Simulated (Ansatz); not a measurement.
# HfH4O4 (SMILES O[Hf](O)(O)O): r2SCAN-D3(BJ)-ATM/CRENBL (Coulomb fitting set, core potential, accuracy low, start density atoms)

Aim: the vertical ionisation energy of HfH4O4 at r2SCAN-D3(BJ)-ATM/CRENBL (Coulomb fitting set, core potential, accuracy low, start density atoms), from 2 runs. 

The calculation is run with Ansatz 0.2.0.

6 further runs of the same task are left out: 6 set aside as unsound or not needed.

## Step 1: The system as given

HfH4O4 has 9 atoms, charge 0, and is taken as a singlet. SMILES: `O[Hf](O)(O)O`. Geometry: relaxed at PBE0-D4/def2-TZVP. This is one conformer, not always the lowest.

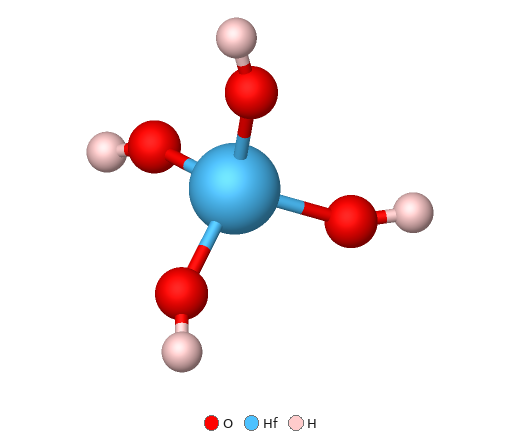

The structure, seen from a chosen angle (oxygen red, hafnium blue, hydrogen pink).

## Step 2: Energy and forces at r2SCAN-D3(BJ)-ATM/CRENBL (Coulomb fitting set, core potential, accuracy low, start density atoms)

in.yaml reads:

```yaml
crystal:
  periodic: [false, false, false]
  atoms:
    - {symbol: O, position_ang: [-0.465480, 0.093230, 1.875660]}
    - {symbol: Hf, position_ang: [-0.000030, -0.000030, -0.000040]}
    - {symbol: O, position_ang: [1.882280, 0.386640, -0.225910]}
    - {symbol: O, position_ang: [-0.373310, -1.778130, -0.665360]}
    - {symbol: O, position_ang: [-1.043620, 1.298150, -0.984570]}
    - {symbol: H, position_ang: [-0.650000, -0.255480, 2.740830]}
    - {symbol: H, position_ang: [2.637200, 0.928630, -0.427210]}
    - {symbol: H, position_ang: [-0.213580, -2.562040, -1.179310]}
    - {symbol: H, position_ang: [-1.773460, 1.889040, -1.134080]}
basis:
  gaussian:
    orbitals: CRENBL.json
    fitting: {mean_field: x2c-jfit}
    final_grid: {core_spheres: 8, valence_spheres: 7, degree: 23}
hamiltonian:
  xc: r2scan
  dispersion: d3bjatm
accuracy: low
scf:
  lower_state_search: standard
output: {forces: true, orbitals: {seedname: orbitals}}
```

The basis set CRENBL is read from a file made from the Basis Set Exchange's data (not shown).

Command:

```
ansatz run in.yaml --threads 1 --pin off --max-ram 3480MiB --events-out events.jsonl --progress --plain --runs-dir runs
```

What it wrote, shortened:

```text
Warning: RAYON_NUM_THREADS=1 ignored (pool sized by the plan → 1); use --threads N
Functional definition: r2SCAN
  name "r2SCAN"
[...]
464 factors; integrals over basis functions are off by at most 3.0e1 eV
[...]
mean field -3140.15063535 eV, -115.3984073787 hartree, gradient 2.5e-5 eV, S^2 0.000000; 0 other end points of the search recorded, 0 dependent functions left out
[...]
reference -3140.15065210 eV, -115.3984079940 hartree; 20, 20 occupied and 100, 100 virtual orbitals, 464 factors
Total energy: -3140.18914798 eV, -115.3998226916 hartree
Atom 0 at    -0.465480     0.093230     1.875660 Å, force     0.201061    -0.025872    -0.887423 eV/Å
Atom 1 at    -0.000030    -0.000030    -0.000040 Å, force     0.022004     0.007284     0.011845 eV/Å
Atom 2 at     1.882280     0.386640    -0.225910 Å, force    -0.877765    -0.204906     0.094540 eV/Å
Atom 3 at    -0.373310    -1.778130    -0.665360 Å, force     0.154687     0.820953     0.332756 eV/Å
Atom 4 at    -1.043620     1.298150    -0.984570 Å, force     0.499725    -0.599274     0.448012 eV/Å
Atom 5 at    -0.650000    -0.255480     2.740830 Å, force    -0.148941    -0.074526     0.625592 eV/Å
Atom 6 at     2.637200     0.928630    -0.427210 Å, force     0.597601     0.227242    -0.099834 eV/Å
Atom 7 at    -0.213580    -2.562040    -1.179310 Å, force    -0.034206    -0.582958    -0.278404 eV/Å
Atom 8 at    -1.773460     1.889040    -1.134080 Å, force    -0.414165     0.432058    -0.247084 eV/Å
Dipole moment:     0.000207     0.000141     0.000216 e Å
```

Run time: 3.6 s. Hardware: 1 thread of Arm Neoverse V1, shared host; peak memory 0.3 GiB.

## Step 3: The doublet cation at the same level

Edit in.yaml of step 2 so:

```diff
@@ -17,2 +17,6 @@
     final_grid: {core_spheres: 8, valence_spheres: 7, degree: 23}
+total_charge: 1
+magnetization:
+  spin_polarized: true
+  initial_magnetization: 1
 hamiltonian:
```

The basis set CRENBL is read from a file made from the Basis Set Exchange's data (not shown).

Command:

```
ansatz run in.yaml --threads 1 --pin off --max-ram 3480MiB --events-out events.jsonl --progress --plain --runs-dir runs
```

What it wrote, shortened:

```text
Warning: RAYON_NUM_THREADS=1 ignored (pool sized by the plan → 1); use --threads N
[... 2 set-up lines as earlier in the session ...]
[...]
464 factors; integrals over basis functions are off by at most 3.0e1 eV
[...]
mean field -3130.28979644 eV, -115.0360282325 hartree, gradient 1.4e-6 eV, S^2 0.760551; 20 other end points of the search recorded, 0 dependent functions left out
[...]
reference -3130.28981938 eV, -115.0360290757 hartree; 20, 19 occupied and 100, 101 virtual orbitals, 464 factors
Total energy: -3130.32831526 eV, -115.0374437732 hartree
Atom 0 at    -0.465480     0.093230     1.875660 Å, force     0.241301    -0.118535    -1.199624 eV/Å
Atom 1 at    -0.000030    -0.000030    -0.000040 Å, force     0.204487     0.068148     0.224243 eV/Å
Atom 2 at     1.882280     0.386640    -0.225910 Å, force    -1.205486    -0.209010     0.072457 eV/Å
Atom 3 at    -0.373310    -1.778130    -0.665360 Å, force     0.006352     1.075361     0.415921 eV/Å
Atom 4 at    -1.043620     1.298150    -0.984570 Å, force     0.676520    -0.843727     0.397443 eV/Å
Atom 5 at    -0.650000    -0.255480     2.740830 Å, force    -0.237377    -0.125247     1.165443 eV/Å
Atom 6 at     2.637200     0.928630    -0.427210 Å, force     1.109411     0.421401    -0.146894 eV/Å
Atom 7 at    -0.213580    -2.562040    -1.179310 Å, force    -0.028299    -1.071600    -0.509121 eV/Å
Atom 8 at    -1.773460     1.889040    -1.134080 Å, force    -0.766910     0.803209    -0.419868 eV/Å
Dipole moment:     0.010095     0.003454     0.011790 e Å
```

Wall time 83 s (1 thread of Arm Neoverse V1, shared host); peak memory 0.3 GiB.

## Step 4: Results

Level: r2SCAN-D3(BJ)-ATM/CRENBL (Coulomb fitting set, core potential, accuracy low, start density atoms).

```
                                          quantity          value
                      singlet HfH4O4: total energy  -115.39982 Eh
                     singlet HfH4O4: dipole moment         0.00 D
                       singlet HfH4O4: HOMO energy       -6.99 eV
                       singlet HfH4O4: LUMO energy        0.06 eV
                     singlet HfH4O4: HOMO–LUMO gap        7.05 eV
                 singlet HfH4O4: dispersion energy   -3.71 kJ/mol
          singlet HfH4O4: largest force on an atom     0.910 eV/Å
                      doublet cation: total energy  -115.03744 Eh
doublet cation: HOMO energy (highest over α and β)      -12.89 eV
 doublet cation: LUMO energy (lowest over α and β)      -12.73 eV
                 doublet cation: dispersion energy   -3.71 kJ/mol
                              doublet cation: ⟨S²⟩          0.761
          doublet cation: largest force on an atom     1.229 eV/Å
vertical ionisation energy (to the doublet cation)       9.861 eV
```

In words: The vertical ionisation energy comes to 9.86 eV (227 kcal/mol). The largest force (singlet HfH4O4) is 0.91 eV/Å: the shape isn't a stationary point for this species at this level. −ε(HOMO) before ionisation, 6.99 eV, is 2.87 eV below this ionisation energy. Mulliken charges (singlet HfH4O4) run from -0.87 on O1 to +1.91 on Hf2; they depend strongly on the basis. The accuracy setting (singlet HfH4O4) is loose, so the last digits carry no meaning. The accuracy setting (doublet cation) is loose, so the last digits carry no meaning.
